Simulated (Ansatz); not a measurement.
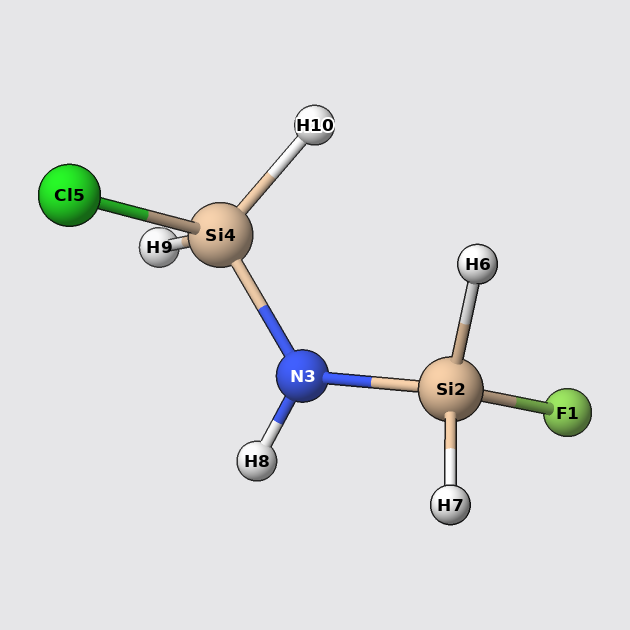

The atoms are numbered. The computed structure is the end point of a PBE0-D4/def2-TZVP optimisation. No frequency run is at hand to confirm it as a minimum.

Which atoms are bonded, and how long are the bonds?

```json
{"bond": "F1–Si2", "length (Å)": "1.599", "order": "single"}
{"bond": "Si2–N3", "length (Å)": "1.713", "order": "single"}
{"bond": "Si2–H6", "length (Å)": "1.478", "order": "single"}
{"bond": "Si2–H7", "length (Å)": "1.479", "order": "single"}
{"bond": "N3–Si4", "length (Å)": "1.715", "order": "single"}
{"bond": "N3–H8", "length (Å)": "1.011", "order": "single"}
{"bond": "Si4–Cl5", "length (Å)": "2.059", "order": "single"}
{"bond": "Si4–H9", "length (Å)": "1.479", "order": "single"}
{"bond": "Si4–H10", "length (Å)": "1.477", "order": "single"}
```
